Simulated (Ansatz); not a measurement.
The reference is BP in the zinc blende structure (space group F-43m, No. 216; a = 4.5202 Å).

Perturbation: a hydrostatic pressure of 0.9 GPa.

Method: PBEsol (Ansatz, an electronic-structure program, PAW, no SOC).

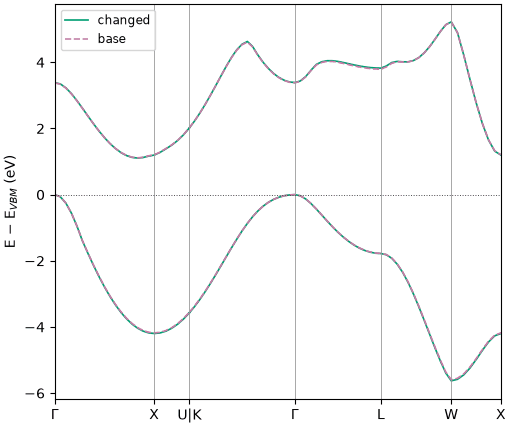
Fig. 1. Highest valence and lowest conduction band along the path, each from its own valence-band maximum

From the figure, how large is the changed gap, and is it direct?

About 1.1 eV, indirect, Γ → Γ–X (83 % along).

Load acts through the strain it causes; cell and atoms are relaxed under it. No phonon test of stability was made.
